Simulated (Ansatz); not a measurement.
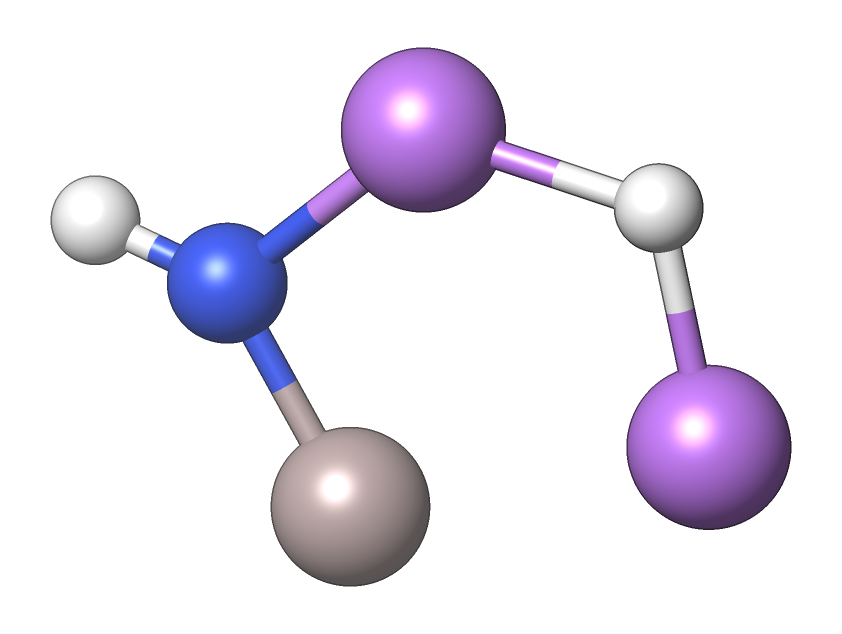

The picture shows a molecular structure as a ball-and-stick model. Every bond is drawn as one stick, whatever its order. Colours: lithium purple, aluminium light grey, nitrogen blue, hydrogen white.

The geometry was computed by an optimisation with PBE0-D4/def2-TZVP. No frequency run is at hand to confirm it as a minimum.

Give the formula.

Answer. AlH₂Li₂N, 6 atoms: 1 aluminium, 2 hydrogen, 2 lithium and 1 nitrogen.

Give the symmetry (Schoenflies symbol).

Answer. Cs.

How many atoms are distinct by symmetry?

Answer. 6: 1 Li, 1 Al, 1 Li, 1 N, 1 H, 1 H.

Count the bonded pairs by element.

Answer. 2 Li–H, 1 N–H, 1 Li–N, 1 Al–N. Sticks follow a distance rule.

More results for the same structure follow; atom numbers are the same in all pictures, views and colours differ.

## Geometry

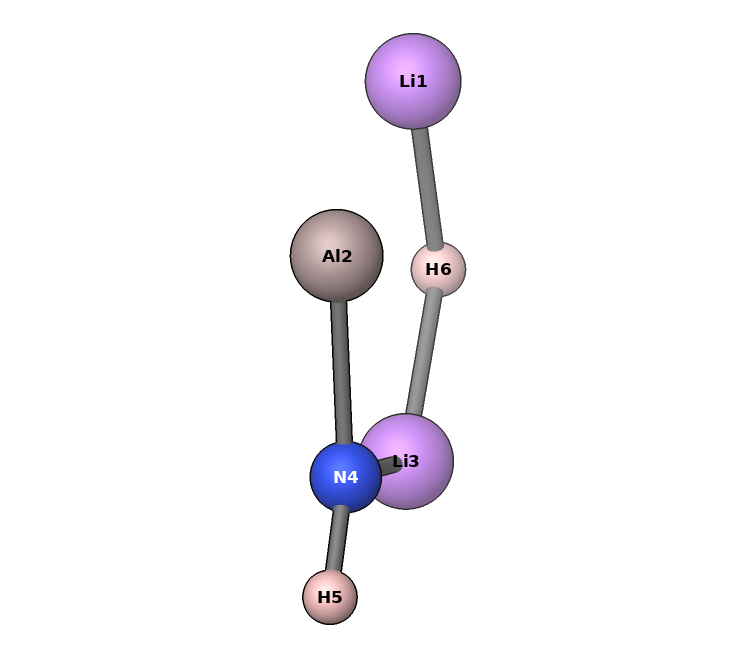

Li3 lies behind N4. The molecule seen a little off the N4–Li3 bond, N4 in front. Depth is shown by fading: the farther an atom, the more it takes the colour of the background. No frequency run is at hand to confirm it as a minimum.

What is the torsion angle Al2–N4–Li3–H6? The sign is positive where the front bond must turn clockwise to cover the back bond.

Answer. 0°, synperiplanar (eclipsed).

## Electronic properties

No frequency run is at hand to confirm it as a minimum. Level of theory: RKS PBE0-D4/def2-TZVPP (Ansatz 0.2.0).

What is the LUMO energy (Kohn–Sham orbital)?

Answer. −1.04 eV.

What is the HOMO energy (Kohn–Sham orbital)?

Answer. −5.64 eV.

## Dipole moment

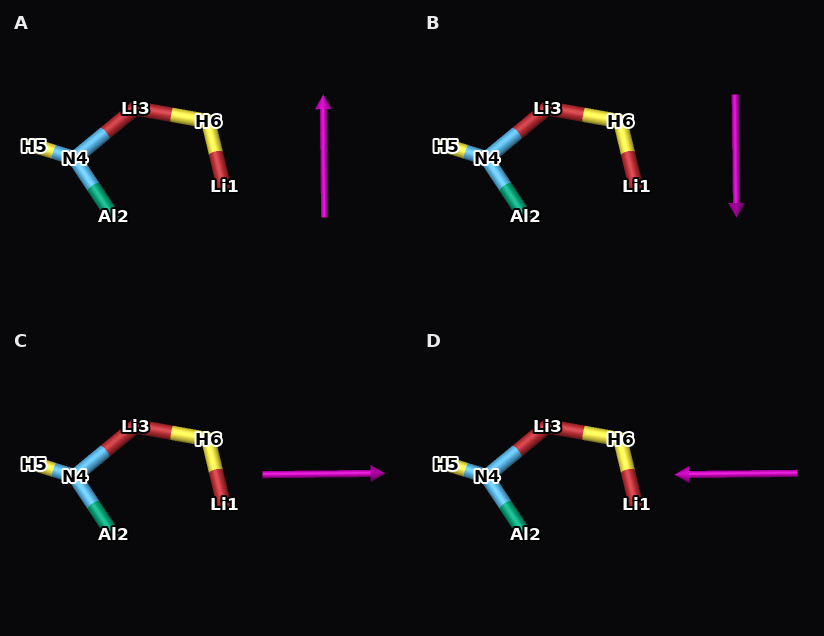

The same molecule four times, each with an arrow. No frequency run is at hand to confirm it as a minimum. Method: RKS PBE0-D4/def2-TZVP (Ansatz 0.2.0).

Which arrow points along the dipole moment, from the negative to the positive end?

Answer. C. The dipole moment is 2.54 D; it points from the side of H5 to the side of Li1 (the outermost atoms at the two ends).

## Charges

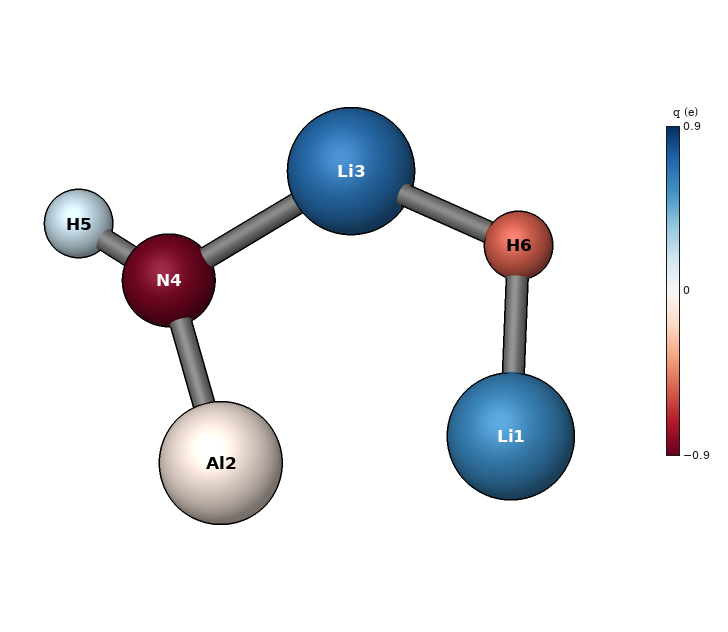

Atoms are coloured by their Mulliken charges. No frequency run is at hand to confirm it as a minimum. Method: RKS PBE0-D4/def2-TZVP (Ansatz 0.2.0).

Give the Mulliken charges atom by atom.

```
atom  value (e)
 Li1       0.60
 Al2      −0.09
 Li3       0.68
  N4      −0.85
  H5       0.20
  H6      −0.54
```

Mulliken values depend strongly on the basis set and can even reverse the polarity of a bond.
